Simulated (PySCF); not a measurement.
# BH₉NSi₂, charge −1, SMILES `[BH3-]N([SiH3])[SiH3]`: electronic structure

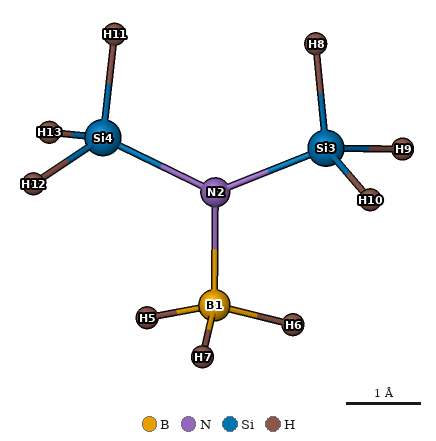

The molecule, with its atoms numbered as below. No frequency check shows the geometry to be a minimum.

Cartesian coordinates (Å):

```
B1       0.0000   -1.8598    0.0149
N2      -0.0000   -0.2635   -0.0732
Si3      1.5254    0.4767    0.0064
Si4     -1.5254    0.4766    0.0064
H5      -0.9970   -2.2866   -0.5329
H6       0.9970   -2.2865   -0.5329
H7       0.0003   -2.1791    1.1894
H8       1.3757    1.9513   -0.0605
H9       2.4160    0.1050   -1.1162
H10      2.3033    0.2186    1.2440
H11     -1.3757    1.9513   -0.0605
H12     -2.3034    0.2185    1.2440
H13     -2.4160    0.1050   -1.1162
```

## 1. In an electric field

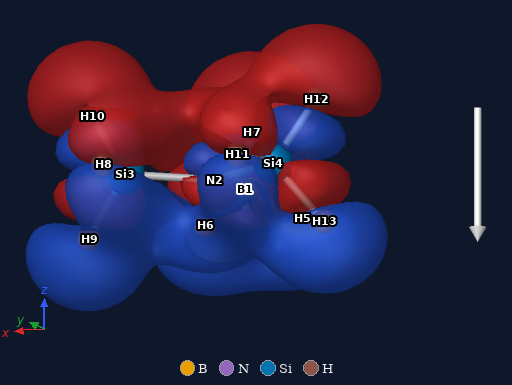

Change of the electron density in a uniform field of 0.15 V/Å along −z (arrow), surfaces at ±0.0005 e/Å³ (red: gain, blue: loss).

Level of theory: B3LYP/6-311+G** (PySCF), at a geometry from GFN2-xTB. For an anion such functionals hold the outermost electrons too loosely, so the response is rough. The basis has diffuse s and p functions alone, which still leaves polarisabilities too small, most of all across bonds.

The field was applied in both directions; the picture shows the one opposite to the script's first.

How large is the response?

Answer. The induced dipole is 0.62 D (along the field); α along this axis, from the fields in both directions, is 81 bohr³ (12.1 Å³).

## 2. Removing or adding an electron

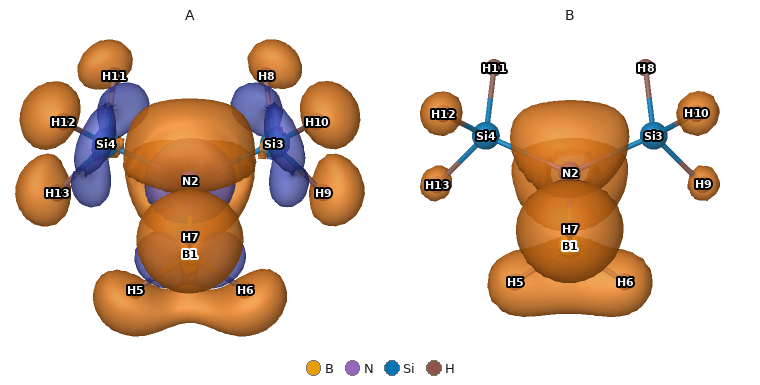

The Fukui function f⁻ from two separate SCF calculations and the density of the HOMO, at ±0.015 e/Å³ (orange positive, blue negative).

Computed with PySCF, PBE0/6-311+G**, geometry: GFN2-xTB.

Which panel is which, and how good is the frozen-orbital picture?

Answer. A is f⁻ (it has negative regions), B the HOMO density. The HOMO lies on N2 (35 %), H7 (17 %) and B1 (16 %); f⁻ (Hirshfeld-condensed) is largest on N2 (0.17), H7 (0.14) and B1 (0.09); the vertical detachment energy is 3.53 eV (the stability of the neutral species's solution wasn't checked). Relaxation shifts 28 % of the electron between atoms. The orbital energy is −1.76 eV.

## 3. Localised orbitals

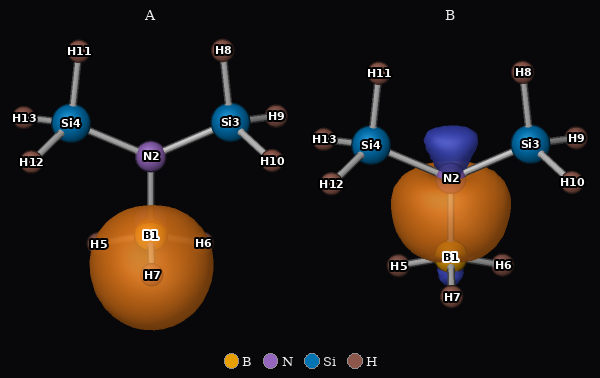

Foster–Boys orbitals, occupied; each surface holds about 85 % of the orbital's density. Energies are diagonal elements of the Fock matrix.

PySCF calculation, BLYP/def2-SVP, gas phase; geometry: GFN2-xTB. The basis has no diffuse functions, which an anion needs.

Identify each orbital.

Answer. By panel:
- A: σ bond H7–B1 (H7 54 %, B1 46 %; −2.6 eV)
- B: σ bond N2–B1 (N2 67 %, B1 30 %; −7.1 eV)

How do all the valence pairs divide up?

Answer. 13 pairs: 12 σ bonds and 1 bent bond.
